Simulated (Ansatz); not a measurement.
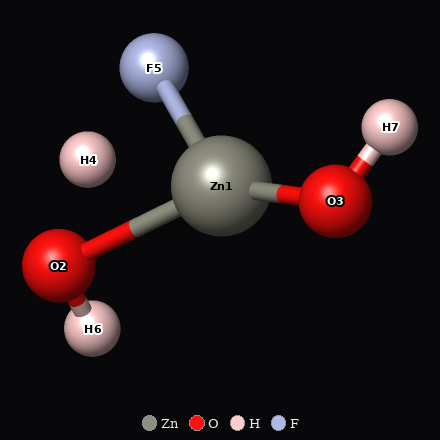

The system is the reacting system FH3O2Zn (fragments H₂O₂Zn + FH where the first distance is long, FH₃O₂Zn where the second is long); the picture shows the reference structure. Coordinates scanned: (1) distance Zn1–F5 (bond that forms); (2) distance H4–F5 (bond that breaks). Relaxed at each point: all other coordinates. The grid has 13 × 13 points. Points are written as (first, second). Energies are in kJ/mol, from a guessed transition structure relaxed with its forming and breaking bonds held. The reference is spin-restricted, so regions where a bond is pulled apart into radicals lie too high. Theory: Ansatz, RKS SPW92 (LDA)/def2-SVP.

Its coordinates:

```yaml
atoms:
  - { symbol: Zn, position_ang: [-0.0588, 0.0317, -0.5682] }
  - { symbol: O, position_ang: [0.1457, -1.1486, 1.2700] }
  - { symbol: O, position_ang: [-0.6673, 0.1510, -2.2054] }
  - { symbol: H, position_ang: [0.7043, -0.0149, 1.4171] }
  - { symbol: F, position_ang: [1.0066, 1.0574, 0.9591] }
  - { symbol: H, position_ang: [-0.7115, -1.0807, 1.7379] }
  - { symbol: H, position_ang: [-0.4191, 1.0041, -2.6106] }
```

Range: distance Zn1–F5 (bond that forms) from 1.638 to 2.838 Å; distance H4–F5 (bond that breaks) from 0.819 to 2.019 Å.

What will the energy surface look like?

Answer. The lowest grid point is at (1.850 Å, 1.542 Å), −61 kJ/mol from a guessed transition structure relaxed with its forming and breaking bonds held. It is the only kind of minimum in the scanned range. The highest grid point, (1.638 Å, 0.819 Å), lies 268 kJ/mol above the lowest.

| second ↓, first → | 1.638 | 1.692 | 1.766 | 1.850 | 1.942 | 2.040 | 2.143 | 2.250 | 2.361 | 2.476 | 2.593 | 2.714 | 2.838 |
| --- | --- | --- | --- | --- | --- | --- | --- | --- | --- | --- | --- | --- | --- |
| 2.019 | −30 | −46 | −54 | −49 | −34 | −11 | 16 | 45 | 75 | 104 | 132 | 157 | 181 |
| 1.895 | −31 | −48 | −56 | −53 | −39 | −18 | 8 | 35 | 64 | 92 | 118 | 142 | 165 |
| 1.774 | −32 | −49 | −59 | −57 | −45 | −25 | −1 | 25 | 52 | 78 | 103 | 126 | 147 |
| 1.657 | −31 | −49 | −60 | −60 | −50 | −32 | −10 | 14 | 39 | 64 | 87 | 108 | 128 |
| 1.542 | −27 | −46 | −59 | −61 | −53 | −38 | −18 | 4 | 26 | 48 | 70 | 90 | 108 |
| 1.431 | −20 | −41 | −56 | −60 | −55 | −43 | −26 | −7 | 13 | 33 | 52 | 70 | 86 |
| 1.324 | −8 | −30 | −48 | −56 | −54 | −46 | −32 | −17 | 0 | 17 | 33 | 48 | 62 |
| 1.221 | 11 | −15 | −36 | −48 | −51 | −47 | −38 | −26 | −14 | 0 | 13 | 25 | 37 |
| 1.123 | 36 | 6 | −20 | −37 | −45 | −46 | −42 | −35 | −26 | −16 | −6 | 4 | 13 |
| 1.031 | 66 | 33 | 0 | −22 | −36 | −41 | −42 | −38 | −33 | −26 | −19 | −11 | −4 |
| 0.947 | 103 | 65 | 28 | 1 | −17 | −27 | −30 | −30 | −27 | −22 | −16 | −11 | −5 |
| 0.873 | 151 | 111 | 70 | 40 | 19 | 8 | 2 | 1 | 2 | 6 | 10 | 15 | 19 |
| 0.819 | 207 | 165 | 123 | 91 | 70 | 57 | 50 | 48 | 49 | 51 | 55 | 59 | 63 |

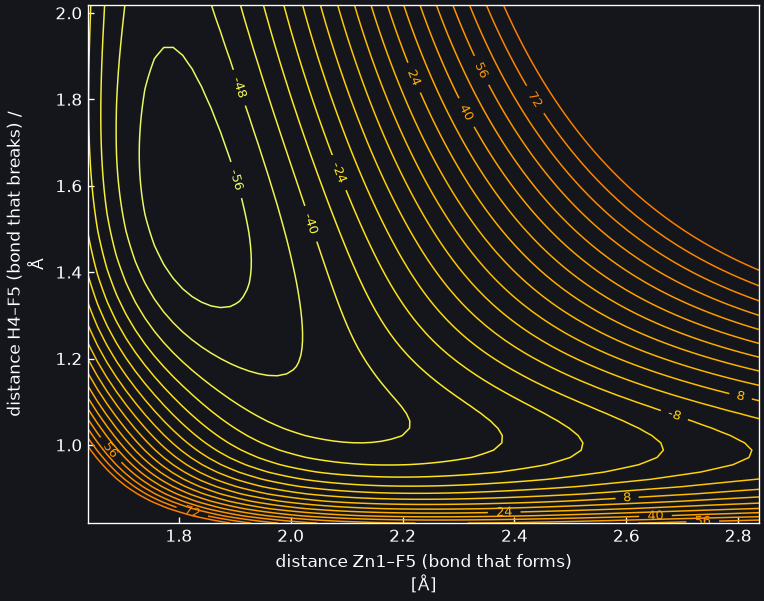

In the figure: contour lines labelled in kJ/mol (none above 80). Between grid points the surface is interpolated.

Each point was launched as `ansatz run input.yaml --threads 1 --pin off --max-ram 2560MiB --backend cpu --events-out ev --progress --plain --runs-dir out`. Time for the 169 points that were run: 22 min on 1 thread of Intel(R) Xeon(R) Platinum 8259CL CPU @ 2.50GHz (Skylake/Cascade Lake), with other jobs on the host.
